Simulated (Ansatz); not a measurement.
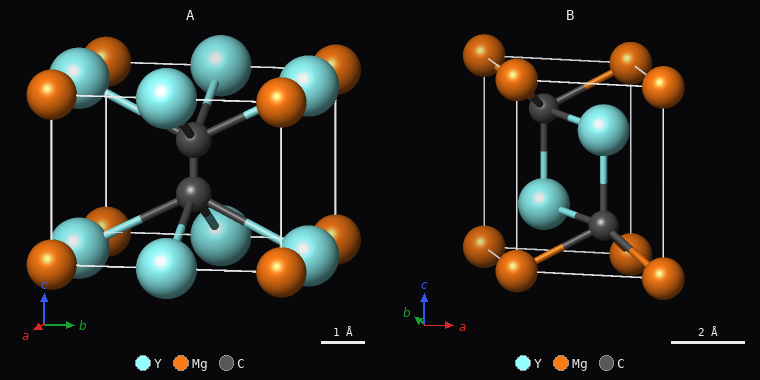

Two structures of Y2MgC2, each relaxed to rest (conventional cells in solid outline, small ones repeated, not to one scale). Method: DFT PBE, scalar-relativistic, plane waves, PAW in Ansatz 0.2.0, without spin polarisation.

Question: Give the type and space group of each.

Answer: A: 5 atoms a cell on a primitive tetragonal lattice, P4/mmm. B: CaAl₂Si₂ type, P-3m1.

Question: A or B: which is lower in energy?

Answer: B is lower, by 1078 meV/atom at this level of theory (energies at zero smearing). Volumes: A 24.2, B 16.5 Å³/atom.

One or both may be structure types tried for this composition rather than known phases.
